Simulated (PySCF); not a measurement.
C5H13OPSi (SMILES C[SiH2]P1CCOCC1)

```xyz
21

C     3.4203    0.9705    0.7279
Si    2.3194   -0.5211    0.4122
P     0.2221   -0.0907    1.1316
C    -0.6751   -1.5462    0.3666
C    -2.1311   -1.1684    0.1186
O    -2.2743   -0.1186   -0.8005
C    -1.8002    1.1187   -0.3441
C    -0.2845    1.1501   -0.1792
H     4.4544    0.7688    0.4090
H     3.0566    1.8488    0.1728
H     3.4311    1.2210    1.7996
H     2.2961   -0.8524   -1.0523
H     2.8312   -1.7199    1.1498
H    -0.2176   -1.8555   -0.5882
H    -0.6210   -2.3981    1.0629
H    -2.6188   -0.9064    1.0811
H    -2.6755   -2.0255   -0.3076
H    -2.2856    1.3870    0.6180
H    -2.1132    1.8633   -1.0927
H     0.1859    0.9338   -1.1535
H     0.0361    2.1542    0.1416
```

Geometry: PBE0-D3(BJ)/def2-SVP.

Level of theory: CAM-B3LYP/def2-SVPD, SCF density, gas phase in PySCF 2.14.0.

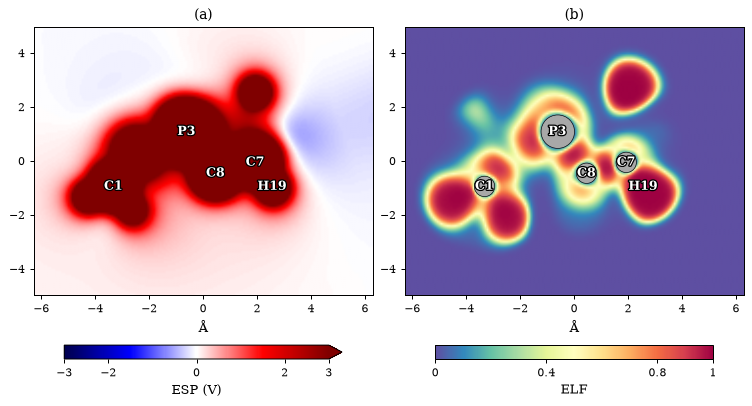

Figure 1. (a) molecular electrostatic potential; (b) electron localisation function on the plane of atoms C8, C7 and H19. Grey discs cover the atomic cores in the ELF map.

Q: What does the map show?

A: The section cuts through C, P and H sites.
C–C (1.52 Å): the ELF peaks at about 0.95 between the atoms: localised, covalent bonding.
C–P (1.87 Å): the ELF peaks at about 0.95 between the atoms: a shared electron pair.
C–H (1.10 Å): the ELF climbs to about 1 towards the hydrogen, as it does in any bond to H: a covalent bond by its length.
Outside the dense part of the molecule the potential is most negative (−0.5 V) near O6, which lies off the plane.

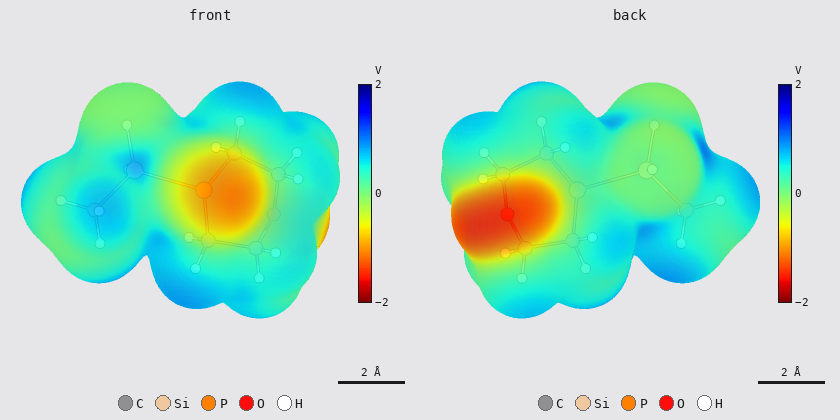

Figure 2. The electrostatic potential painted on the density surface at 0.002 e/bohr³, seen from the front and from behind; the colour scale runs from red (negative) to blue (positive).

Q: Which sites attract a positive test charge, and which a negative one?

A: A positive charge is drawn to the negative regions and a negative charge to the positive ones. The most negative region (about −1.5 V) lies over O6, the most positive (about +0.9 V) over Si2, H10 and H21. O6 is the likeliest acceptor of a hydrogen bond.

Q: What dipole moment does the calculation give?

A: Its dipole moment is 1.00 D.
